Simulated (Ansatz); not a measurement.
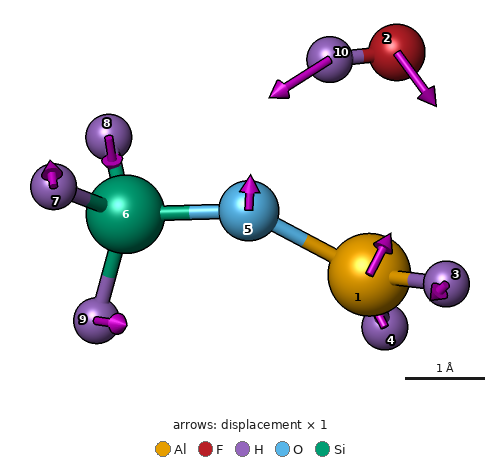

This is a relaxation of AlSiH6OF. The starting structure is drawn; purple arrows show the displacements, at their true length. The two geometries are superimposed by the best rigid fit.

Style: ball-and-stick. Shown face on.

The run prepares an end point of a later path (reaction) calculation, from a guessed geometry.

The calculation used RKS B3LYP-D4/6-31G* (Ansatz 0.2.0).

The input:
```yaml
crystal:
  periodic: [false, false, false]
  atoms:
    - { symbol: Al, position_ang: [0.078606, -0.237141, -0.47539] }
    - { symbol: F, position_ang: [-0.089803, -0.257527, 2.39552] }
    - { symbol: H, position_ang: [1.469468, 0.502785, -0.551609] }
    - { symbol: H, position_ang: [-1.308416, 0.31935, -0.992116] }
    - { symbol: O, position_ang: [0.107095, -1.905017, 0.090202] }
    - { symbol: Si, position_ang: [-0.713878, -3.32331, -0.131473] }
    - { symbol: H, position_ang: [0.22067, -4.472301, -0.001647] }
    - { symbol: H, position_ang: [-1.784802, -3.474664, 0.8935] }
    - { symbol: H, position_ang: [-1.345222, -3.380043, -1.479598] }
    - { symbol: H, position_ang: [0.103284, -1.140131, 2.157712] }
basis:
  gaussian: { orbitals: "6-31G*" }
hamiltonian:
  xc: b3lyp
  dispersion: d4
relax:
  f_tol: 0.03
  max_steps: 50
```

Command:
```bash
ansatz run input.yaml --threads 1 --pin off --max-ram 2048MiB --backend cpu --events-out ev --progress --plain --runs-dir out
```

### What happened in the run?

The largest move after the best rigid fit is that of H10, 1.00 Å. Largest moves by element: H 1.00 Å, F 0.88 Å, Al 0.64 Å, O 0.48 Å, Si 0.07 Å. Some distances before and after: F2–H10 0.934 → 2.236 Å, O5–H10 2.204 → 0.976 Å, Al1–F2 2.876 → 1.691 Å, Al1–O5 1.761 → 2.008 Å. New bonds form, among them: Al1–F2 (2.88 → 1.69 Å), O5–H10 (2.20 → 0.98 Å). Bonds break, among them: F2–H10 (0.93 → 2.24 Å). Bond angles that change, for instance: H4–Al1–O5 116.9° → 100.6°, Al1–O5–Si6 139.6° → 128.1°, H3–Al1–O5 116.5° → 106.0°. Groups turn about O5–Si6 by about 25°. The energy falls by 115.1 kJ/mol in 31 accepted moves (32 points after the start). Largest force component: 0.6 eV/Å at the start, 0.017 eV/Å at the end. The line search rejected the trial step at point 12 of the run.

Limits of the set-up: the start holds two separate molecules, 2.2 Å apart at their closest, whose relative position is a soft coordinate.
